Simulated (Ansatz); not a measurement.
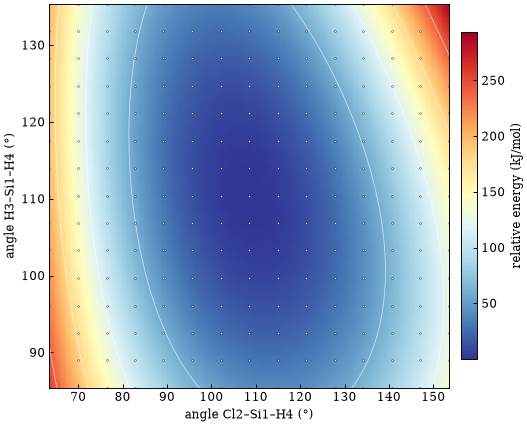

ClH3Si, SMILES [SiH3]Cl. First axis: angle Cl2–Si1–H4. Second axis: angle H3–Si1–H4. Nothing is relaxed (all other coordinates rigid). The grid has 15 × 15 points. Points are written as (first, second). Energies: kJ/mol, counted from the lowest grid point. This map comes from RKS PBE0-D4/def2-TZVP (Ansatz 0.2.0).

The picture shows a smooth colour map with a few white contour lines, dots at the grid points. Between grid points the surface is interpolated.

The lowest grid point is at (108.5°, 110.4°). No other kind of well shows on this grid. The highest grid point, (153.5°, 135.4°), lies 293 kJ/mol above the lowest. Round the minimum the valley is somewhat tilted: raising angle Cl2–Si1–H4 shifts the best value of angle H3–Si1–H4 downwards (coupling k₁₂/√(k₁₁k₂₂) about 0.3).

The system is changed to BrH₃Si, SMILES [SiH3]Br; the new grid has 15 × 15 points.

How does the landscape change?

Answer. The minimum (interpolated where it lies between grid points) moves from (108.5°, 110.4°) to (108.4°, 110.5°). The curvature at the minimum changes by less than a tenth (about 4.8) eV/rad² along angle Cl2–Si1–H4 and by less than a tenth (about 4.4) eV/rad² along angle H3–Si1–H4.

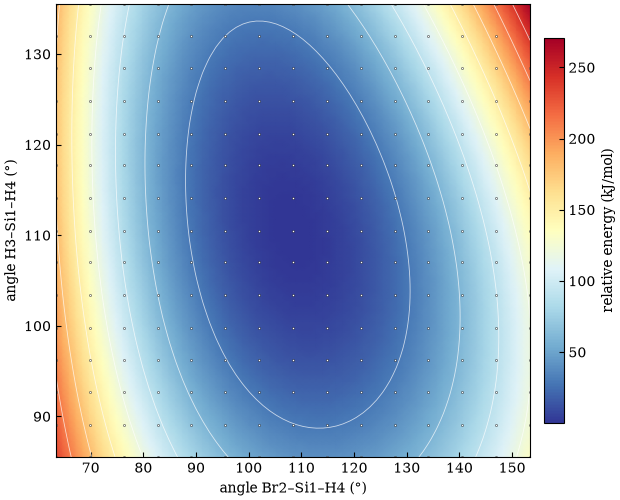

The map after the change, on a colour scale of its own. In the figure: a smooth colour map with a few white contour lines, dots at the grid points. Between grid points the surface is interpolated.
